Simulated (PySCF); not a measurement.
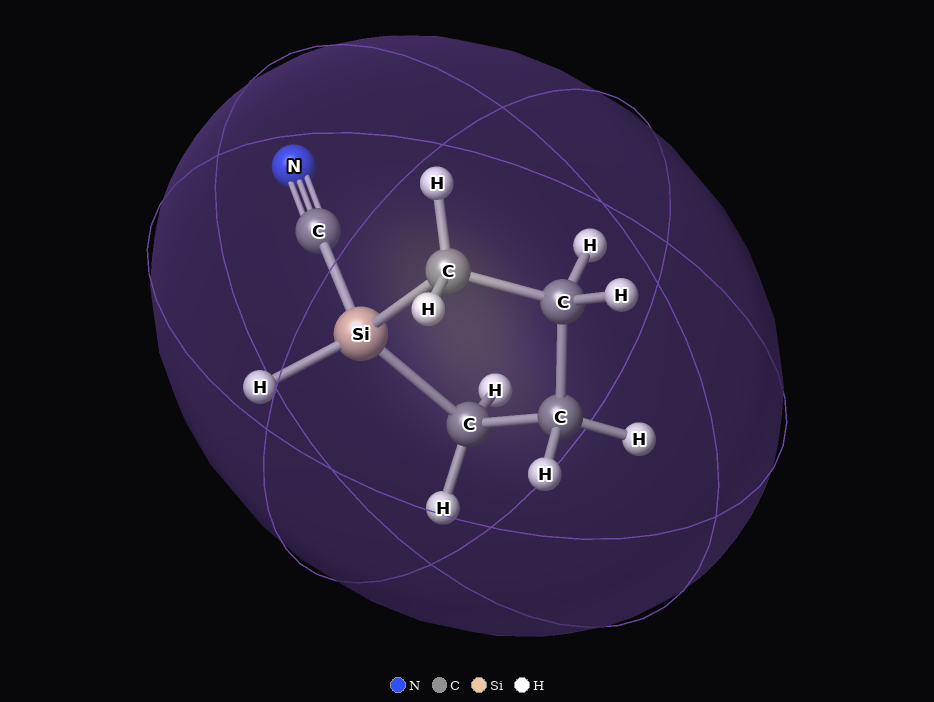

The ellipsoid shows the static dipole polarisability: its half-axes are proportional to the principal values. The computed structure is the end point of a PBE0-D3(BJ)/def2-SVP optimisation. No frequency run is at hand to confirm it as a minimum. Method: ωB97X-D/def2-SVPD (PySCF 2.14.0).

### How large and how anisotropic is the polarisability?

Principal values 76.4, 78.1, 99.6 bohr³; mean 84.7 bohr³ (12.55 Å³); anisotropy 22.4 bohr³, so the longest axis is 1.30 times the shortest.
